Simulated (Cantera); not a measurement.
Feed: 1 mol B2O3, 2.6 mol N2, equilibrated at 12.0 mbar.

Cantera equilibrium calculation (NASA polynomials, part measured and part estimated; ideal gas, pure solids and liquids). Candidate condensed phases: B, BN, B2O3; 17 gas species. Kinetics and transport are ignored.

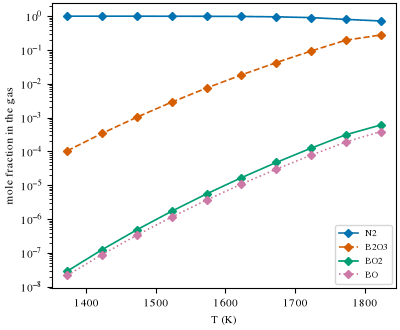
Figure. Equilibrium gas composition (values under 1e-9 drawn at 1e-9)

### Question
Read off the mole fractions at 1673 K.

### Answer
N2 about 0.96, B2O3 about 0.042, BO2 about 4.7e-5, BO about 3.0e-5.
